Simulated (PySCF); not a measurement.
FH2P, SMILES `FP`.

Method: B3LYP/def2-SVPD; geometry: GFN2-xTB; program: PySCF. No frequency check shows the geometry to be a minimum. GFN2-xTB bond lengths at metals and heavier atoms can be off by up to 0.1 Å and shapes distorted, which carries into these values.

Cartesian coordinates (Å):

```
F1      -1.0761    0.0000   -0.0199
P2       0.5494   -0.0000    0.1241
H3       0.7220    1.0076   -0.8411
H4       0.7221   -1.0072   -0.8414
```

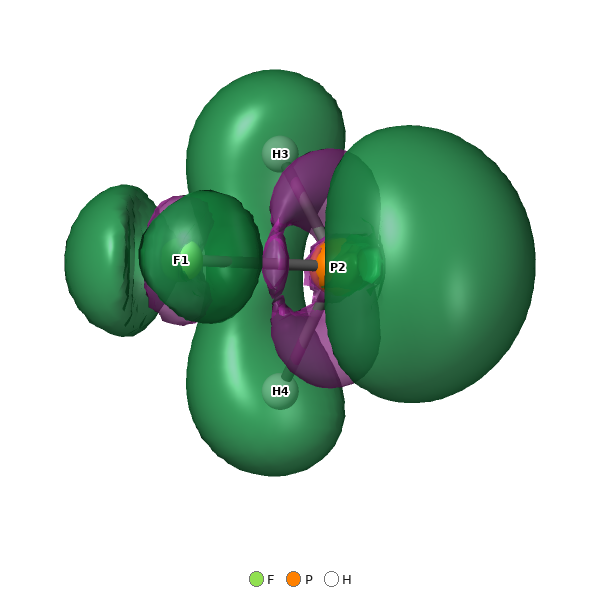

Fukui function f⁻ = ρ(N) − ρ(N−1) at fixed geometry, surfaces at ±0.03 e/Å³ (green positive, purple negative).

> On which atoms does the density change most on removal of an electron?

f⁻ (Hirshfeld-condensed) is largest on P2 (0.55); the vertical ionisation energy is 10.83 eV. Condensed values hint at sites of electrophilic attack but needn't mark the atom that reacts. Orbital relaxation makes it negative in places (0.09 e in all).

Run time: 24 s on 1 thread of Arm Neoverse V2 (shared host), peak memory 0.31 GiB.
